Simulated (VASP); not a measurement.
Here is the system:

```
CELL_PARAMETERS angstrom
      0.00000     2.97771     2.97771
      2.97771     0.00000     2.97771
      2.97771     2.97771     0.00000
ATOMIC_POSITIONS crystal
  Hg 0.00000 0.00000 0.00000
  S  0.25000 0.25000 0.25000
```

All values below come from rev-vdW-DF2, VASP's PBE PAW potentials (set 64) (plane waves; VASP). Run with 520 eV cut-off, 12×12×12 Γ-centred mesh, tetrahedra with Blöchl corrections, potentials Hg S.

Unless said otherwise, spin-orbit coupling is left out, though it shifts the bands of the heavy elements here.

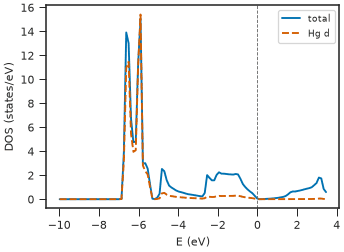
Figure: Total and projected density of states, zero at the Fermi level

Within 2 eV below the Fermi level the largest weight inside VASP's projection spheres is S p, then Hg d.

It has no gap at this level: it comes out as a metal or semimetal.

The compound is HgS in the zinc blende structure, metacinnabar; cinnabar is the stable form. It was relaxed first, which changed the volume by +6 %.
